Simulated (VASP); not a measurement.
Band structure of InAs (zinc blende). Calculation: PBE GGA, VASP's PBE PAW potentials (set 64) (plane waves; VASP).

Unless said otherwise, spin-orbit coupling is left out, though it shifts the bands of the heavy elements here.

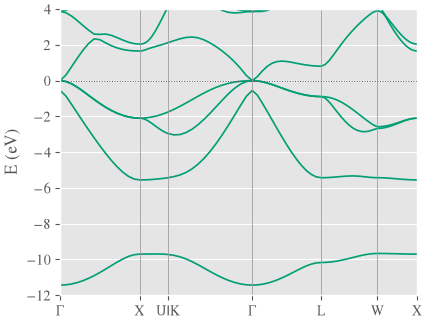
*Bands along high-symmetry lines, zero at the valence-band maximum or, without a gap, the Fermi level*

Task: Read the plot: is there a gap, and where are the band edges?

Result: It has no gap at this level: it comes out as a metal or semimetal. (Edges off the drawn lines would not show.)

The compound is InAs in the zinc blende structure. It was relaxed first, which changed the volume by +7 %.
